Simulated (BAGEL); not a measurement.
**AlNH3S (SMILES [NH2][Al][SH]) at ROHF/6-31G(d) (density fitting with qzvpp-jkfit, spherical functions)**

Aim: the energy change on altering one bond length of AlNH3S at ROHF/6-31G* (density fitting with qzvpp-jkfit, spherical functions), from 2 runs. 

The calculation is run with BAGEL 1.2.2.

1 further run of the same task is left out (it didn't finish).

### 1 The molecule

AlNH3S: 6 atoms, total charge 0, spin state doublet. As SMILES, `[NH2][Al][SH]`. The coordinates come from a PBE0-D4/def2-TZVP relaxation. This is one conformer, not always the lowest.

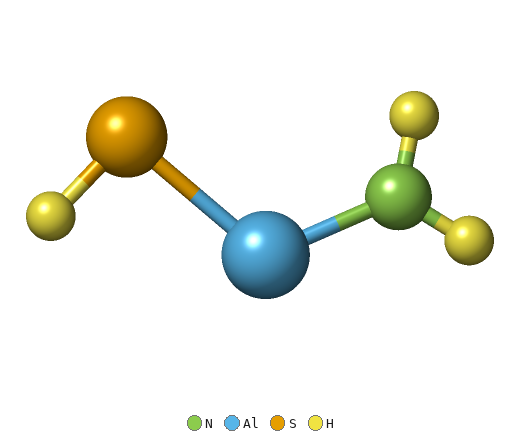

The structure, seen from a chosen angle (nitrogen green, aluminium blue, sulfur amber, hydrogen yellow).

### 2 The energy at ROHF/6-31G(d) (density fitting with qzvpp-jkfit, spherical functions)

The input, hf.json:

```json
{ "bagel": [

{
  "title": "molecule",
  "basis": "6-31gs.json",
  "df_basis": "qzvpp-jkfit",
  "angstrom": true,
  "geometry": [
    { "atom": "N", "xyz": [   -0.909500,    0.196700,   -0.977100 ] },
    { "atom": "Al", "xyz": [    0.142900,   -0.793800,    0.045400 ] },
    { "atom": "S", "xyz": [    1.372100,    0.308200,    1.511800 ] },
    { "atom": "H", "xyz": [   -0.980700,    1.201900,   -0.933300 ] },
    { "atom": "H", "xyz": [   -1.523300,   -0.168400,   -1.686700 ] },
    { "atom": "H", "xyz": [    1.940700,   -0.808600,    1.993700 ] }
  ]
},
{ "title": "rohf", "nopen": 1 },
{ "title": "print", "file": "orbitals.molden", "orbitals": true }

]}
```

The basis set 6-31G* is read from a file made from the Basis Set Exchange's data (not shown).

The run is started by

```
BAGEL_NUM_THREADS=1 BAGEL hf.json > hf.out
```

Output:

```text
* using 1 threads per process

  ===============================================================
  ===============================================================

  *** Geometry ***

  { "atom" : "N", "xyz" : [     -1.718706,      0.371709,     -1.846451 ] },
  { "atom" : "Al", "xyz" : [      0.270042,     -1.500065,      0.085794 ] },
  { "atom" : "S", "xyz" : [      2.592893,      0.582414,      2.856888 ] },
  { "atom" : "H", "xyz" : [     -1.853254,      2.271262,     -1.763681 ] },
  { "atom" : "H", "xyz" : [     -2.878620,     -0.318230,     -3.187401 ] },
  { "atom" : "H", "xyz" : [      3.667391,     -1.528033,      3.767547 ] },

  Number of auxiliary basis functions:      387

  Since a DF basis is specified, we compute 2- and 3-index integrals:
    o Being stored without compression. Storage requirement is 0.010 GB

  Number of basis functions:       56
  Number of electrons      :       39

    * METHOD: MOLECULE                             0.13

  *** Open-shell HF ***

  === Nuclear Repulsion ===
   122.1536830067

      * DIIS with orbital gradients will be used.

  === ROHF iteration (6-31gs.json) ===
      0       -695.43420237          0.05397886           0.06
      1       -695.57201632          0.03558207           0.06
      2       -695.62278827          0.02243981           0.06
      3       -695.65350170          0.00173307           0.06
      4       -695.65483667          0.00056688           0.06
      5       -695.65508538          0.00018593           0.06
      6       -695.65513326          0.00004118           0.06
      7       -695.65514580          0.00001270           0.06
      8       -695.65514771          0.00000469           0.06
      9       -695.65514796          0.00000159           0.06
     10       -695.65514806          0.00000049           0.06
     11       -695.65514809          0.00000024           0.06
     12       -695.65514810          0.00000010           0.06
     13       -695.65514810          0.00000004           0.06
     14       -695.65514810          0.00000001           0.06
     15       -695.65514810          0.00000000           0.06
    * SCF iteration converged.

    * S^2 (ROHF) is 0.7500

    * Permanent dipole moment:
           (    0.472367,     0.546723,     0.578309) a.u.

    * METHOD: ROHF                                 1.07

    * METHOD: PRINT                                0.01

  ===============================================================
```

It took 1.4 s on 1 thread of Arm Neoverse V1, shared host; peak memory 0.083 GiB.

### 3 The distorted shape at the same level

The input, input.json:

```json
{ "bagel": [

{
  "title": "molecule",
  "basis": "6-31gs.json",
  "df_basis": "qzvpp-jkfit",
  "angstrom": true,
  "geometry": [
    { "atom": "N", "xyz": [      -2.172397,       1.385316,      -2.204116 ] },
    { "atom": "Al", "xyz": [       0.142900,      -0.793800,       0.045400 ] },
    { "atom": "S", "xyz": [       1.372100,       0.308200,       1.511800 ] },
    { "atom": "H", "xyz": [      -2.243597,       2.390516,      -2.160316 ] },
    { "atom": "H", "xyz": [      -2.786197,       1.020216,      -2.913716 ] },
    { "atom": "H", "xyz": [       1.940700,      -0.808600,       1.993700 ] }
  ]
},

{ "title": "rohf", "nopen": 1 },

{ "title": "print", "file": "orbitals.molden", "orbitals": true }

]}
```

The basis set 6-31G* is read from a file made from the Basis Set Exchange's data (not shown).

The run is started by

```
BAGEL_NUM_THREADS=1 BAGEL input.json > input.out
```

Output:

```text
* using 1 threads per process

  ===============================================================
  ===============================================================

  *** Geometry ***

  { "atom" : "N", "xyz" : [     -4.105235,      2.617868,     -4.165176 ] },
  { "atom" : "Al", "xyz" : [      0.270042,     -1.500065,      0.085794 ] },
  { "atom" : "S", "xyz" : [      2.592893,      0.582414,      2.856888 ] },
  { "atom" : "H", "xyz" : [     -4.239784,      4.517421,     -4.082406 ] },
  { "atom" : "H", "xyz" : [     -5.265149,      1.927929,     -5.506125 ] },
  { "atom" : "H", "xyz" : [      3.667391,     -1.528033,      3.767547 ] },

  Number of auxiliary basis functions:      387

  Since a DF basis is specified, we compute 2- and 3-index integrals:
    o Being stored without compression. Storage requirement is 0.010 GB

  Number of basis functions:       56
  Number of electrons      :       39

    * METHOD: MOLECULE                             0.13

  *** Open-shell HF ***

  === Nuclear Repulsion ===
    96.7588560542

      * DIIS with orbital gradients will be used.

  === ROHF iteration (6-31gs.json) ===
      0       -695.09490544          0.05862143           0.06
      1       -692.85024998          0.13865655           0.06
      2       -684.62650217          0.17112513           0.06
      3       -693.58333861          0.12109736           0.06
      4       -693.86274813          0.12204254           0.06
      5       -693.82980254          0.12305352           0.06
      6       -695.00169434          0.03508401           0.06
      7       -695.19100031          0.01975370           0.06
      8       -695.49870396          0.02493919           0.06
      9       -695.54066897          0.01607505           0.06
     10       -695.56668121          0.00612898           0.06
     11       -695.57089668          0.00213735           0.06
     12       -695.57152127          0.00070383           0.06
     13       -695.57158394          0.00008524           0.06
     14       -695.57158290          0.00002310           0.06
     15       -695.57158311          0.00000574           0.06
     16       -695.57158313          0.00000143           0.06
     17       -695.57158312          0.00000031           0.06
     18       -695.57158312          0.00000013           0.06
     19       -695.57158312          0.00000006           0.06
     20       -695.57158312          0.00000004           0.06
     21       -695.57158312          0.00000004           0.06
     22       -695.57158312          0.00000002           0.06
     23       -695.57158312          0.00000001           0.06
    * SCF iteration converged.

    * S^2 (ROHF) is 0.7500

    * Permanent dipole moment:
           (    0.790693,    -0.132116,     0.841894) a.u.

    * METHOD: ROHF                                 1.53

    * METHOD: PRINT                                0.01

  ===============================================================
```

Run time: 1.8 s. Hardware: 1 thread of Arm Neoverse V1, shared host; peak memory 0.083 GiB.

### 4 Outcome

Level: ROHF/6-31G* (density fitting with qzvpp-jkfit, spherical functions).

```
                                                          quantity          value
                                         first shape: total energy  -695.65515 Eh
                                        first shape: dipole moment         2.35 D
                                                 first shape: ⟨S²⟩          0.750
                                     distorted shape: total energy  -695.57158 Eh
                                    distorted shape: dipole moment         2.95 D
                                             distorted shape: ⟨S²⟩          0.750
energy change with the N1–Al2 bond stretched from 1.770 to 3.895 Å       2.274 eV
```

With the N1–Al2 bond stretched from 1.770 to 3.895 Å the energy rises by 2.27 eV (52 kcal/mol). The first shape isn't relaxed at this level, so the change isn't measured from a minimum.
